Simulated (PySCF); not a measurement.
# Gd(SH)3: how tightly the ligands are held

What does it cost to pull a ligand from Gd(SH)3? The species was built from a template and needn't be a known compound.

The runs use PySCF 2.14.0; PBE0, Gd lcecp-1-SVP with ECP53, S def2-SVP, H def2-SVP; scalar-relativistic core potentials, no spin–orbit coupling.

1 further run of the same task is left out (for a known fault of the program).

## Step 1: Starting geometry

7 atoms, charge 0, spin multiplicity 1.

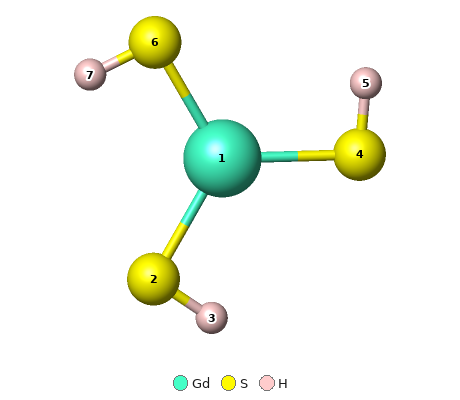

The structure; gadolinium teal, sulfur yellow, hydrogen pink; atoms are numbered from 1 in the order of the file.

As a file:

| atom | x (Å) | y (Å) | z (Å) |
| --- | --- | --- | --- |
| Gd1 | 0.00000 | 0.00000 | 0.93418 |
| S2 | 2.56808 | -0.41133 | 0.96242 |
| H3 | 2.89452 | 0.90354 | 0.95443 |
| S4 | -0.92782 | 2.42969 | 0.96242 |
| H5 | -2.22975 | 2.05496 | 0.95443 |
| S6 | -1.64026 | -2.01836 | 0.96242 |
| H7 | -0.66477 | -2.95850 | 0.95443 |

Formal oxidation states: Gd +3. Each metal's 7 4f electrons lie in its core potential, so multiplicities, spins and levels count the valence alone. An earlier session relaxed this geometry at PBE0, Gd lcecp-1-SVP with ECP53, S def2-SVP, H def2-SVP (singlet, point group C3).

## Step 2: SH taken off

The ligand (atoms 2, 3) keeps its formal charge and a closed shell where it can; ligand and rest are solved at the complex's geometry, in vacuum, with the settings of the relaxation.

| part | charge | state | energy (Eh) |
| --- | --- | --- | --- |
| complex | 0 | singlet | -1231.637686 |
| ligand | -1 | singlet | -398.520650 |
| rest | 1 | singlet | -832.784130 |

Run time: 1.1 s. Hardware: 2 threads of Arm Neoverse V2, shared host.

## Step 3: Rigid scan of SH

Atoms 2, 3 move together along the line from atom 1; the distance is to the donor, the donors' midpoint or the ring centre. Each point starts from the density of the one before.

| distance (Å) | energy from the relaxed point (eV) |
| --- | --- |
| 2.30 | 0.630 |
| 2.40 | 0.247 |
| 2.50 | 0.055 |
| 2.60 | 0.000 |
| 2.70 | 0.044 |
| 2.80 | 0.156 |
| 3.00 | 0.507 |
| 3.30 | 1.161 |
| 3.70 | 2.026 |
| 4.20 | 2.922 |

Wall time 15 s (2 threads of Arm Neoverse V2, shared host).

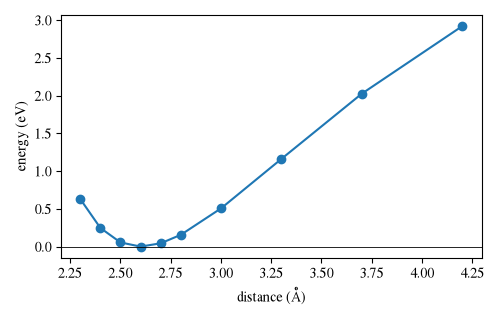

Energy along the rigid scan of SH.

## Step 4: Outcome

```
                   quantity      value
              taking off SH    9.06 eV
stiffness of the SH contact  9.8 eV/Å²
```

Taking off SH as a fragment of charge -1 costs 9.06 eV, much of it the attraction of the two charges. Near 2.60 Å the SH contact has a stiffness of about 9.8 eV/Å², and the energy stands 2.92 eV higher at 4.20 Å. The free anion is solved without diffuse functions, no counterpoise correction is made, and the parts aren't relaxed; each of these makes the binding look larger. These are double-zeta-type bases without diffuse functions. Spin–orbit coupling is left out.
